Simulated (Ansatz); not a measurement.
CH4AlNO

```json
{"atom": "N", "x (Å)": "-0.5986", "y (Å)": "1.1166", "z (Å)": "-0.8568"}
{"atom": "Al", "x (Å)": "0.7162", "y (Å)": "0.3785", "z (Å)": "0.0658"}
{"atom": "C", "x (Å)": "0.1484", "y (Å)": "-1.4181", "z (Å)": "0.8090"}
{"atom": "O", "x (Å)": "-0.9864", "y (Å)": "-1.7791", "z (Å)": "0.5500"}
{"atom": "H", "x (Å)": "-0.6032", "y (Å)": "2.0090", "z (Å)": "-1.3403"}
{"atom": "H", "x (Å)": "-1.4969", "y (Å)": "0.6503", "z (Å)": "-0.9630"}
{"atom": "H", "x (Å)": "2.1188", "y (Å)": "1.0889", "z (Å)": "0.2412"}
{"atom": "H", "x (Å)": "0.7939", "y (Å)": "-2.1032", "z (Å)": "1.4382"}
```

All numbers below come from RKS B3LYP-D4/def2-SVP (Ansatz).

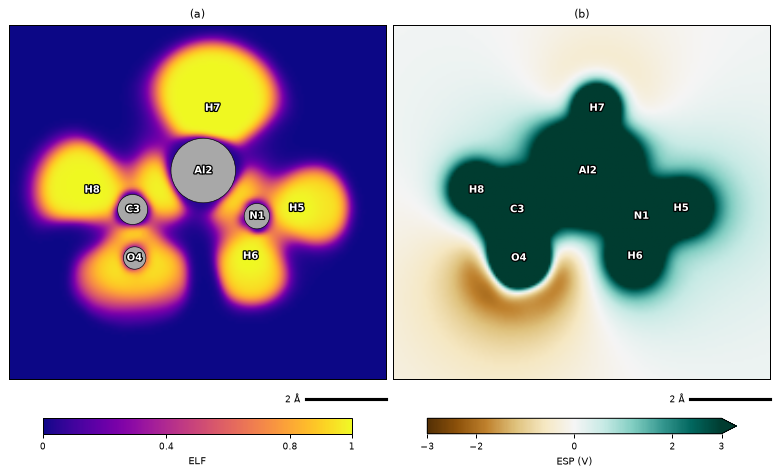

Figure 1. (a) ELF; (b) electrostatic potential on the molecular plane. Grey discs cover the atomic cores in the ELF map.

### Interpret the plot.

- The section cuts through N, Al, C, O and H sites.
- C–O (1.22 Å): the ELF peaks at about 0.90 between the atoms; a short, multiple covalent bond.
- Al–N (1.77 Å): the ELF peaks at about 0.90 in the valence shell of N, 0.7 Å from its nucleus, and is about 0.60 at the midpoint.
- C–Al (2.03 Å): the ELF peaks at about 1 between the atoms, as expected for a polar covalent bond.
- N–H (1.01 Å): the ELF climbs to about 1 towards the hydrogen, as it does in any bond to H; an ordinary covalent bond to hydrogen.
- C–H (1.13 Å): the ELF climbs to about 1 towards the hydrogen (an ordinary covalent bond to hydrogen).
- The ELF also peaks beside O4, away from the bonds: lone-pair regions.
- Outside the dense part of the molecule the potential is most negative (−2.0 V) near O4.

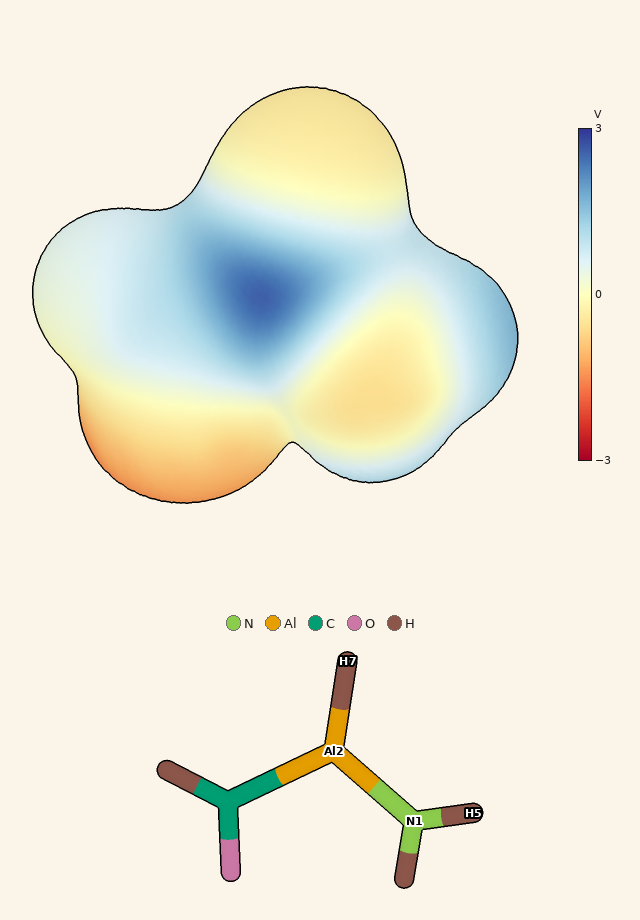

Figure 2. The electrostatic potential painted on the density surface at 0.002 e/bohr³, seen at a tilt; the colour scale runs from red (negative) to blue (positive). The bare structure is drawn below in the same view.

### Which sites attract a positive test charge, and which a negative one?

A positive charge is drawn to the negative regions and a negative charge to the positive ones. The most negative region (about −1.6 V) lies over O4, the most positive (about +2.5 V) over Al2. O4 is the likeliest acceptor of a hydrogen bond.

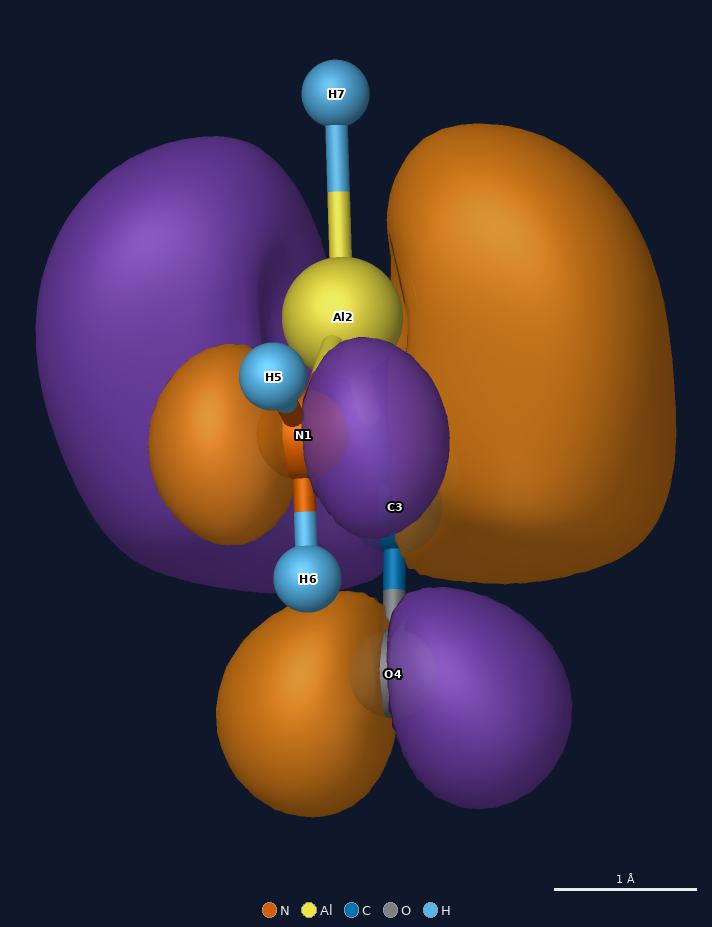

Figure 3. The LUMO at ±0.08 Å⁻³ᐟ² (orange and purple are the two phases), seen at an oblique angle.

### Describe this orbital and give its energy.

It lies mainly on Al2 (about 35 %), C3 (about 30 %) and O4 (about 25 %); it changes sign across the molecular plane (π type); π-bonding across Al2–C3; π-antibonding (a node) across C3–O4. Its energy is −1.90 eV.
